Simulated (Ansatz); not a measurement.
Input file:

```
crystal:
  lattice:
    - [2.8418124533, 0.0, 0.0]
    - [-1.4209062266, 2.4610817773, 0.0]
    - [0.0, 0.0, 7.1325769965]
  atoms:
    - { symbol: Ti, position: [0.3333333333, 0.6666666667, 0.6701526685] }
    - { symbol: Ti, position: [0.6666666667, 0.3333333333, 0.3298473315] }
    - { symbol: B, position: [0.0, 0.0, 0.0] }
    - { symbol: "N", position: [0.0, 0.0, 0.5] }
    - { symbol: "N", position: [0.3333333333, 0.6666666667, 0.1346995023] }
    - { symbol: "N", position: [0.6666666667, 0.3333333333, 0.8653004977] }
basis:
  ecutwfc: 420
kpoints:
  mp_grid: { grid: [18, 18, 6] }
  band_path:
    path:
      - [[0.0, 0.0, 0.0], [0.5, 0.0, 0.0], [0.33333333, 0.33333333, 0.0], [0.0, 0.0, 0.0], [0.0, 0.0, 0.5], [0.5, 0.0, 0.5], [0.33333333, 0.33333333, 0.5], [0.0, 0.0, 0.5]]
      - [[0.5, 0.0, 0.5], [0.5, 0.0, 0.0]]
      - [[0.33333333, 0.33333333, 0.5], [0.33333333, 0.33333333, 0.0]]
    npoints: 14
hamiltonian:
  xc: pbe
scf:
  occupations: { method: gaussian, width: 0.1 }
  n_extra_bands: 15
output:
  forces: true
  stress: true
  eigenvalues: true
  populations: true
  dos: { projected: true, de: 0.02, nscf_kmesh: { grid: [22, 22, 8] } }
  bader: true
  write_density: true
  write_potential: true
  elf: true
  volumetric_format: npy
```

Run with:

```sh
ansatz run input.yaml --threads 1 --pin off --max-ram 2560MiB --backend cpu --events-out ev --progress --plain --runs-dir out
```

Below, planes, directions and counts refer to the conventional cell (a = 2.84 Å, b = 2.84 Å, c = 7.13 Å, α = 90.00°, β = 90.00°, γ = 120.00°).

Space group P-3m1; a structure generated by program, which may or may not match a known phase; computed without spin polarisation.

All numbers below come from DFT PBE, scalar-relativistic, plane waves, PAW in Ansatz 0.2.0.

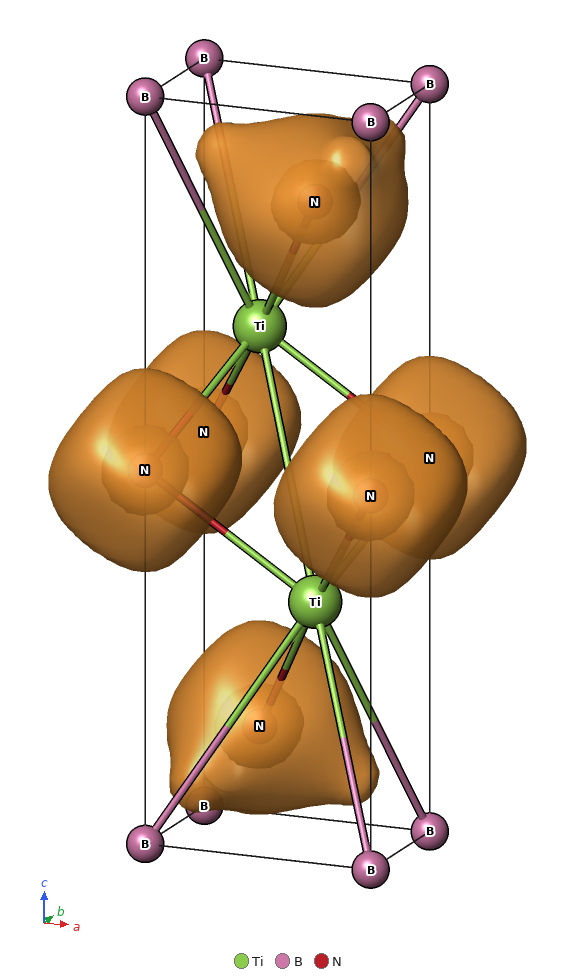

Ti2BN3. Isosurface of the ELF at 0.65 (orange), seen slightly off an axis. Only the valence region is drawn (cores and ρ < 0.01 e/Å³ removed). Sticks mark near contacts.

In a PAW calculation such maps are meaningful between the atoms, not at the nuclei.

Q: Where are the electrons localised?

A: At this value the surface marks out three regions wrapped around N (the valence shell of each), counted in one cell of 6 atoms. Regions shared between cells count once. Profiles from the grid: Ti–N (2.04 Å): the ELF peaks at about 0.80 in the valence shell of N, 0.6 Å from its nucleus, and is about 0.20 at the midpoint; no shared electron pair shows on this line. Ti–Ti (2.84 Å): the ELF is about 0.15 at the midpoint (no shared electron pair shows on this line).
